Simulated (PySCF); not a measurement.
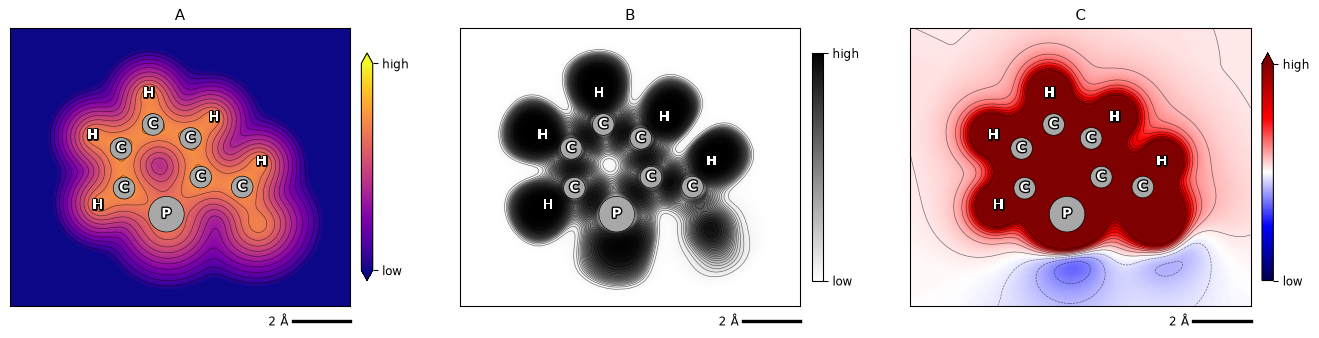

C$_{8}$H$_{9}$P: 3 fields on the plane of atoms C1, C2 and C3, with unlabelled colour scales. Grey discs cover the atomic cores.

Geometry: PBE0-D3(BJ)/def2-SVP.

Theory: PySCF 2.14.0, PBE0/pcSseg-1, SCF density, gas phase, non-relativistic.

```yaml
atoms:
  - { symbol: C, position_ang: [2.6937, -0.1767, -0.3351] }
  - { symbol: C, position_ang: [2.0824, 0.9239, 0.2622] }
  - { symbol: C, position_ang: [0.7032, 1.0208, 0.4434] }
  - { symbol: C, position_ang: [-0.2244, 0.0499, 0.0592] }
  - { symbol: C, position_ang: [-1.6631, 0.3122, 0.3270] }
  - { symbol: C, position_ang: [-2.6090, -0.8015, 0.7102] }
  - { symbol: C, position_ang: [-2.7385, -0.1556, -0.6248] }
  - { symbol: P, position_ang: [0.2480, -1.4543, -0.7206] }
  - { symbol: C, position_ang: [1.9685, -1.2693, -0.7981] }
  - { symbol: H, position_ang: [3.7830, -0.1781, -0.4420] }
  - { symbol: H, position_ang: [2.7090, 1.7512, 0.6054] }
  - { symbol: H, position_ang: [0.3165, 1.9272, 0.9235] }
  - { symbol: H, position_ang: [-1.8456, 1.2764, 0.8124] }
  - { symbol: H, position_ang: [-3.3593, -0.5877, 1.4760] }
  - { symbol: H, position_ang: [-2.1853, -1.8098, 0.7543] }
  - { symbol: H, position_ang: [-2.4027, -0.7186, -1.5015] }
  - { symbol: H, position_ang: [-3.5817, 0.5153, -0.8092] }
  - { symbol: H, position_ang: [2.5181, -2.0988, -1.2563] }
```

> Match the panels to the quantities (electron density, electron localisation function and electrostatic potential).

Panel A: electron density. Panel B: electron localisation function. Panel C: electrostatic potential (strongly positive close to the atoms, with negative regions outside electron-rich atoms). From the grid: C–C (1.39 Å): ρ is about 2.1 e/Å³ halfway; the ELF peaks at about 0.95 between the atoms (localised, covalent bonding). C–P (1.73 Å): the density is about 1.3 e/Å³ at the midpoint; the ELF peaks at about 0.95 between the atoms: localised, covalent bonding.
